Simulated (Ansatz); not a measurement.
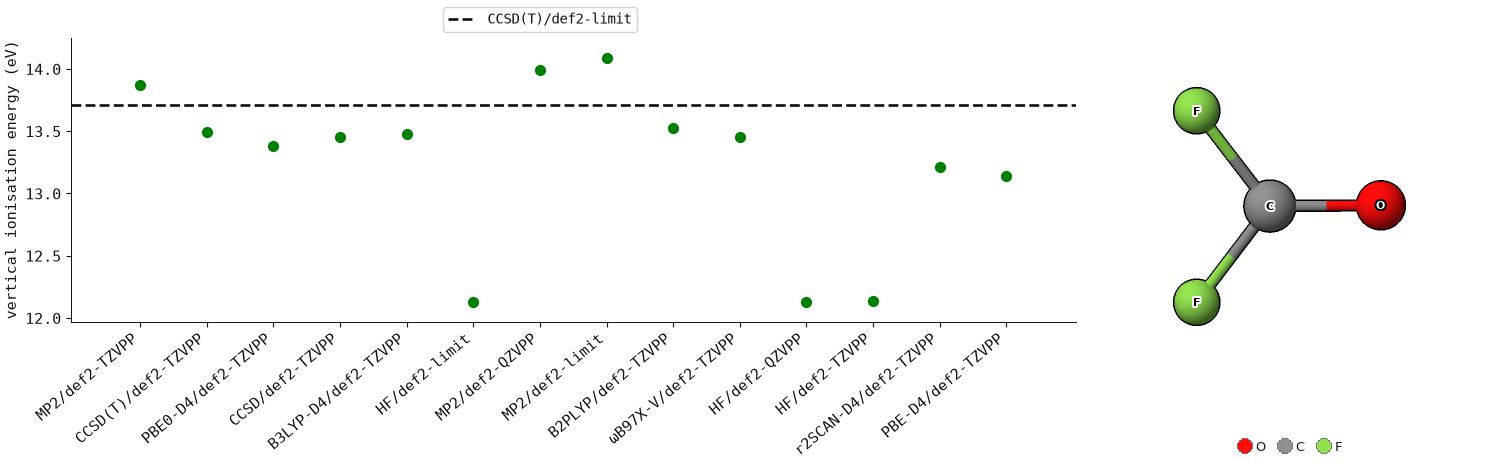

Vertical ionisation energy of CF₂O, SMILES O=C(F)F, taken as the energy of the cation less that of the neutral at fixed geometry (unrestricted doublet cation, cores frozen in correlated methods, no spin-orbit coupling), the Ansatz code 0.2.0, at a PBE0-D4/def2-TZVP geometry (a minimum by its frequencies). Limit means an estimate of the basis limit from triple and quadruple zeta; for coupled cluster it is either extrapolated directly or built as the MP2 limit plus the step from MP2 in triple zeta. B2PLYP/def2-TZVPP holds a correlation term that converges slowly with the basis, so part of the distance to the limit is basis error. The distance of MP2/def2-TZVPP, CCSD(T)/def2-TZVPP, CCSD/def2-TZVPP and MP2/def2-QZVPP to the limit includes basis error.

Question: Which level comes closest to the line (CCSD(T)/def2-limit), and which misses most?

Answer: Closest MP2/def2-TZVPP (13.87 eV), against 13.71 eV; farthest HF/def2-limit (12.13 eV).

Question: Give the values.

Answer:
```csv
level,eV,less CCSD(T)/def2-limit
MP2/def2-TZVPP,13.87,0.15
CCSD(T)/def2-TZVPP,13.49,−0.22
PBE0-D4/def2-TZVPP,13.38,−0.34
CCSD/def2-TZVPP,13.45,−0.26
B3LYP-D4/def2-TZVPP,13.48,−0.24
HF/def2-limit,12.13,−1.59
MP2/def2-QZVPP,13.99,0.28
MP2/def2-limit,14.09,0.38
B2PLYP/def2-TZVPP,13.52,−0.19
ωB97X-V/def2-TZVPP,13.46,−0.26
HF/def2-QZVPP,12.13,−1.58
HF/def2-TZVPP,12.14,−1.57
r2SCAN-D4/def2-TZVPP,13.21,−0.50
PBE-D4/def2-TZVPP,13.14,−0.57
CCSD(T)/def2-limit,13.71,0.00
```
